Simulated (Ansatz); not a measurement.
Input

```
crystal:
  lattice:
    - [2.8562499578, 0.0, 0.0]
    - [0.0, 2.8562499578, 0.0]
    - [0.0, 0.0, 5.9371978842]
  atoms:
    - { symbol: B, position: [0.5, 0.5, 0.363312319] }
    - { symbol: B, position: [0.5, 0.5, 0.636687681] }
    - { symbol: B, position: [0.0, 0.0, 0.2203774928] }
    - { symbol: B, position: [0.0, 0.0, 0.7796225072] }
    - { symbol: B, position: [0.0, 0.0, 0.5] }
    - { symbol: Pt, position: [0.5, 0.5, 0.0] }
basis:
  ecutwfc: 420
kpoints:
  mp_grid: { grid: [14, 14, 6] }
hamiltonian:
  xc: pbe
scf:
  occupations: { method: gaussian, width: 0.1 }
output:
  forces: true
  stress: true
  eigenvalues: true
  write_density: true
  write_potential: true
  elf: true
  volumetric_format: npy
relax:
  adjacent_minimum: "off"
  f_tol: 0.01
  max_steps: 80
  cell: { stress_tol: 0.05 }
```

Launched as:

```sh
ansatz run input.yaml --threads 1 --pin off --max-ram 2560MiB --backend cpu --events-out ev --progress --plain --runs-dir out
```

Below, planes, directions and counts refer to the conventional cell (a = 2.89 Å, b = 2.89 Å, c = 5.86 Å, α = 90.00°, β = 90.00°, γ = 90.00°).

The fields are those of the run's last geometry, not of the input's.

Space group P4/mmm; a structure generated by program, which may or may not match a known phase; computed without spin polarisation.

Computed with DFT PBE, scalar-relativistic, plane waves, PAW (Ansatz 0.2.0).

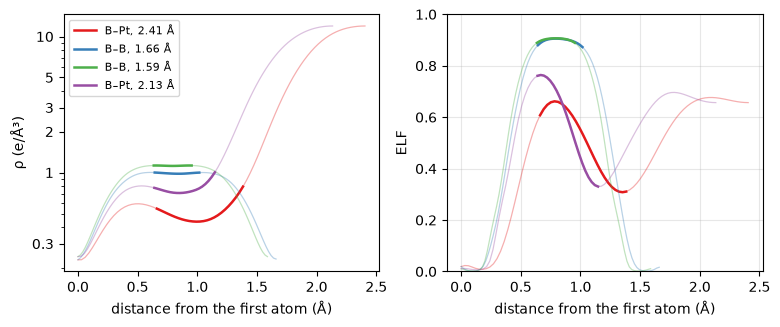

B$_{5}$Pt. Valence electron density and ELF along straight lines between neighbouring atoms. Thin, pale parts lie inside the atomic spheres.

The density is the valence pseudo-density of a PAW calculation; it isn't the true density close to the nuclei.

What can be read from the curves?

B–Pt (2.41 Å): ρ at the midpoint is about 0.51 e/Å³, with its minimum of 0.44 e/Å³ about 1.0 Å from B; the ELF peaks at about 0.65 in the valence shell of B, 0.8 Å from its nucleus, and is about 0.35 at the midpoint.
B–B (1.66 Å): the density is about 0.98 e/Å³ at the midpoint; the ELF peaks at about 0.90 between the atoms.
B–B (1.59 Å): the density is about 1.1 e/Å³ at the midpoint; the ELF peaks at about 0.90 between the atoms.
B–Pt (2.13 Å): the density is about 0.82 e/Å³ at the midpoint, with its minimum of 0.71 e/Å³ about 0.9 Å from B; the ELF peaks at about 0.75 in the valence shell of B, 0.7 Å from its nucleus, and is about 0.35 at the midpoint.
